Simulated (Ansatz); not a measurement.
The starting structures come from a database of crystals and need not be the phases stable at ambient conditions.

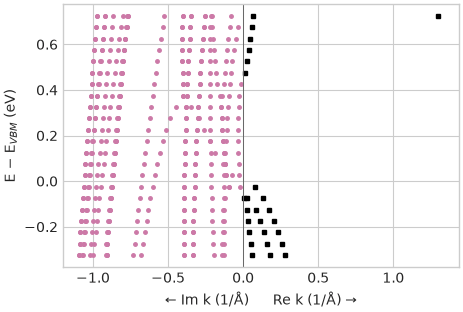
*Complex bands at the centre of the two-dimensional zone; PBEsol run with Ansatz (a program for electronic structure)*

The gap is the functional's own. No spin-orbit coupling. Mid-gap values are interpolated on the energy grid.

**Question.** This is Ca(MgBi)2 (P-3m1, not sure to be the ambient phase, 5 atoms a cell, 30.3 Å³ an atom) along the normal of (110). Read off the slowest decay at the centre of the two-dimensional zone at 0.23 eV, the computed energy nearest the middle of the gap.

**Answer.** κ ≈ 0.03 1/Å, a decay length 1/(2κ) of the density of 15 Å.
